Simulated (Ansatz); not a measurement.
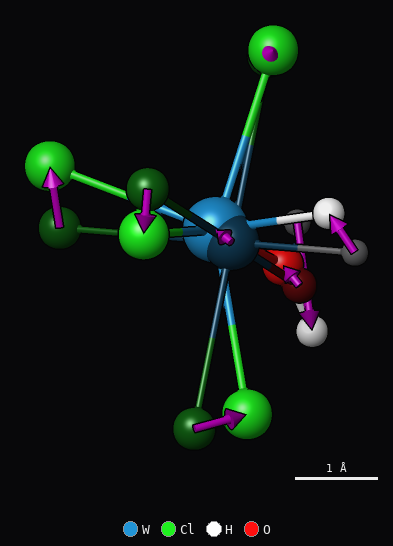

This is a relaxation of WH2OCl4. The starting structure is drawn faded, the final one solid; purple arrows show the displacements, at their true length. The two geometries are superimposed by the best rigid fit.

A ball-and-stick model, seen from a free direction.

The run prepares the start of a later molecular dynamics calculation, from a guessed geometry.

Method: RKS PBE0/def2-SVP in Ansatz 0.2.0. Settings: no spin polarisation; force threshold 0.02 eV/Å; at most 40 steps.

**Atoms of which element are displaced furthest, and by how much?**

Hydrogen: up to 1.36 Å, against 0.79 Å for chlorine.

**What did the optimiser do to the structure, and how much energy did it gain?**

The atom that moves furthest after the best rigid fit is an H atom (1.36 Å). Largest moves by element: H 1.36 Å, Cl 0.79 Å, O 0.33 Å, W 0.29 Å. Among the contacts that change: Cl–W 2.390 → 2.294 Å, O–W 1.940 → 1.847 Å, Cl–W 2.390 → 2.317 Å, H–O 1.010 → 0.967 Å. Among the angles between lasting bonds that change: Cl–W–Cl 90.0° → 122.0°, Cl–W–H 180.0° → 150.6°, Cl–W–Cl 180.0° → 152.1°. Over 25 accepted moves (29 points after the start) the energy falls by 1.047 eV. The largest force component goes from 1.9 to 0.015 eV/Å. The line search rejected the trial steps at points 8, 11, 17, 23 of the run. Cost: 2.7 min on 2 threads of Intel(R) Xeon(R) Platinum 8223CL CPU @ 3.00GHz (Skylake/Cascade Lake), on a shared host, peak memory 0.38 GiB.
